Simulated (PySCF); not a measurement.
System: C₅H₉NO₂.

```csv
atom,x (Å),y (Å),z (Å)
N,2.5687,0.1477,0.0980
C,1.3642,0.5708,0.5497
O,1.2296,1.1047,1.6252
C,0.2217,0.2890,-0.4178
C,-1.0974,0.9524,0.0067
C,-2.0679,-0.2302,0.1623
O,-1.5261,-1.2815,-0.6107
C,-0.1375,-1.2180,-0.4233
H,2.6797,-0.3231,-0.7813
H,3.3753,0.2668,0.6886
H,0.5182,0.6082,-1.4196
H,-0.9647,1.4861,0.9468
H,-1.4463,1.6496,-0.7526
H,-3.0701,-0.0257,-0.2131
H,-2.1293,-0.5378,1.2156
H,0.3356,-1.7806,-1.2288
H,0.1391,-1.6664,0.5442
```

Geometry: GFN2-xTB.

Theory: PBE0/pcSseg-1, SCF density, gas phase, non-relativistic in PySCF 2.14.0.

> What can the converged electron density and electron localisation function tell about the bonding?

C–O (1.21 Å): ρ is about 3.3 e/Å³ halfway; the ELF peaks at about 0.85 between the atoms (a multiple bond).
C–N (1.35 Å): the density is about 2.3 e/Å³ at the midpoint; the ELF peaks at about 0.90 between the atoms: a covalent bond.
C–C (1.52 Å): ρ is about 1.7 e/Å³ halfway; the ELF peaks at about 0.95 between the atoms (a shared electron pair).
N–H (1.00 Å): the density is about 2.9 e/Å³ at the midpoint; the ELF climbs to about 1 towards the hydrogen, as it does in any bond to H: a covalent bond by its length.

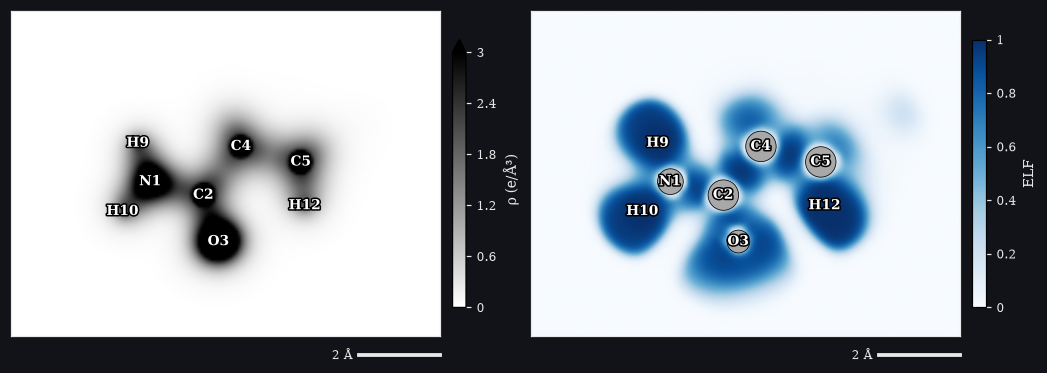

Computed electron density and electron localisation function on the plane of atoms H9, N1 and H10, in this order. Grey discs cover the atomic cores in the ELF map. 
